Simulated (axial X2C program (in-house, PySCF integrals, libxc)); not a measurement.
**A two-component session on SiB⁺: properties at the nuclei**

Aim: properties at the nuclei of SiB⁺, with spin–orbit coupling in the Hamiltonian from the start.

The runs use an in-house X2C program for linear molecules on PySCF integrals; two-component X2C with atomic mean-field terms, Si dyall-v3z, B dyall-v3z.

All values are calculated.

### Step 1. Set-up

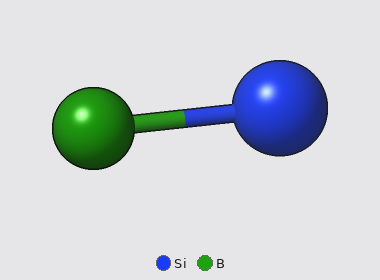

The two atoms at 2.010 Å (silicon blue, boron green).

File task.json:

```json
{
 "zs": [
  14,
  5
 ],
 "q": 1,
 "bas": [
  "dyall-v3z",
  "dyall-v3z"
 ],
 "r0": 2.01,
 "levels": [
  "PBE0",
  "HF",
  "PBE",
  "BHandHLYP",
  "PBE50"
 ],
 "nst": 3
}
```

Keys: zs atomic numbers; q charge; bas basis sets; r0 starting distance in Å; levels methods (HF also brings MP2); nst determinants followed.

Started as:

```
$ python soeom.py task.json out
```

After this run come: Expectation values, lowest determinant; Expectation values, a higher determinant; Expectation values, a higher determinant.

Q: Predict the outcome of this session. Wanted: lowest determinant; Eeff magnitude; Ws magnitude Si; A∥/gI Si; qzz Si; higher determinant (for each run or level that gives them).

**Answer**, as computed:

| quantity | value |
| --- | --- |
| lowest determinant | Ω = 2 (excess of +ω over −ω: ω = 1/2, ω = 3/2) |
| Eeff magnitude (GV/cm), PBE0 | 0.00687 |
| Ws magnitude Si (kHz), PBE0 | 0.00293 |
| A∥/gI Si (MHz), PBE0 | 47.4 |
| qzz Si (a.u.), PBE0 | -1.42 |
| higher determinant | Ω = 1 (excess of +ω over −ω: 2 × ω = 1/2) |
| Eeff magnitude (GV/cm), PBE0, higher determinant | 0.04 |
| Ws magnitude Si (kHz), PBE0, higher determinant | 0.0187 |
| A∥/gI Si (MHz), PBE0, higher determinant | 203 |
| qzz Si (a.u.), PBE0, higher determinant | -1.27 |
| higher determinant | Ω = 1 (excess of +ω over −ω: ω = -1/2, ω = 3/2) |
| Eeff magnitude (GV/cm), PBE0, higher determinant | 0.0446 |
| Ws magnitude Si (kHz), PBE0, higher determinant | 0.0205 |
| A∥/gI Si (MHz), PBE0, higher determinant | 121 |
| qzz Si (a.u.), PBE0, higher determinant | -1.28 |

What this shows: In the first state, the effective field runs from 0.00561 to 0.0926 GV/cm over the mean-field levels, so the levels don't agree on it. The expectation values come from single determinants, which for open shells can mix terms of unlike spin or miss the lowest Ω, so a determinant need not be a state. Eeff is the effective electric field on the electron dipole moment in this Ω state and Ws the scalar–pseudoscalar constant (defined with the proton number Z and per Ω); A∥ is the parallel hyperfine constant, which follows by multiplying with the nuclear g factor gI = μI/(I μN); qzz is the electric field gradient, eQq0 = 234.96 MHz × Q/barn × qzz. The operators were transformed with the bare-nucleus X2C matrices.
